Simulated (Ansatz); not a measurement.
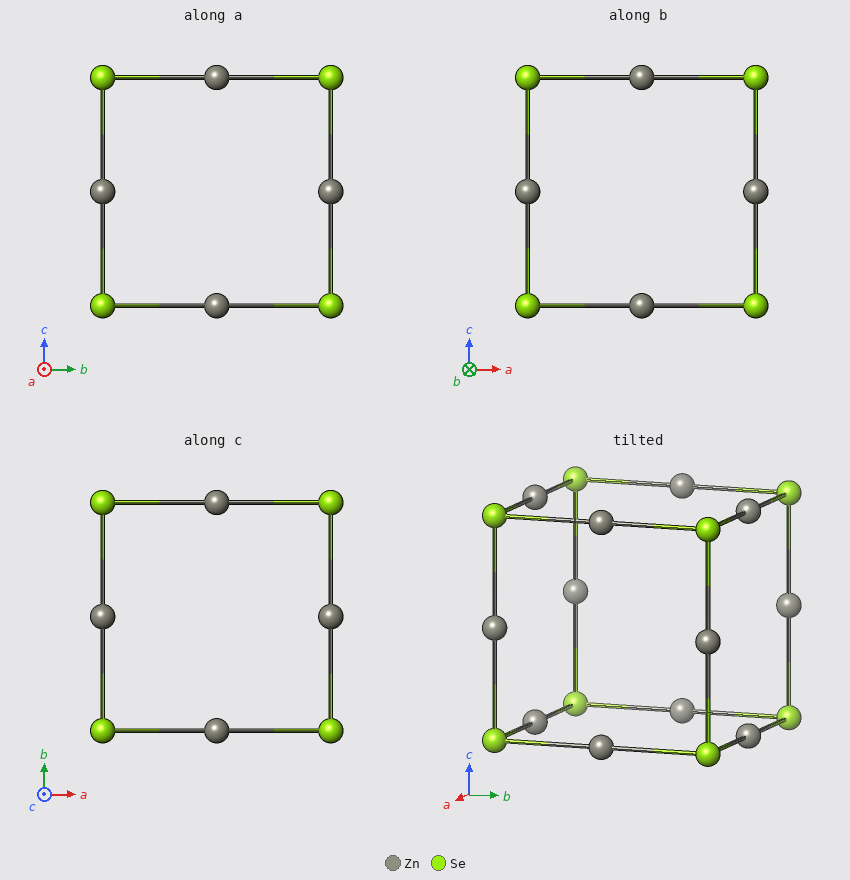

The structure above is drawn in ball-and-stick style and viewed along the a axis, along the b axis, along the c axis and slightly off an axis. The conventional unit cell is outlined; an atom on or near a face, edge or corner is repeated at each equivalent position.

Lattice parameters: a = 5.4204 Å, b = 5.4204 Å, c = 5.4204 Å, α = 90.000°, β = 90.000°, γ = 90.000°.

Question: Record the structure as a CIF in P1 with every atom of the cell.

Answer:
```cif
data_structure
_symmetry_space_group_name_H-M 'P 1'
_symmetry_Int_Tables_number 1
_cell_length_a 5.4204
_cell_length_b 5.4204
_cell_length_c 5.4204
_cell_angle_alpha 90.000
_cell_angle_beta 90.000
_cell_angle_gamma 90.000
_cell_volume 159.26
loop_
_atom_site_label
_atom_site_type_symbol
_atom_site_fract_x
_atom_site_fract_y
_atom_site_fract_z
_atom_site_occupancy
Zn1 Zn 0.5000 0.0000 0.0000 1
Zn2 Zn 0.0000 0.5000 0.0000 1
Zn3 Zn 0.0000 0.0000 0.5000 1
Se1 Se 0.0000 0.0000 0.0000 1
```

The structure comes from a random cell made by a generator, so it need not be a real form of the compound. Earlier steps of the study, as a rule a relaxation of our own, may have changed the cell and positions, so they can lie some per cent off the listed ones. It went into a calculation with Ansatz.
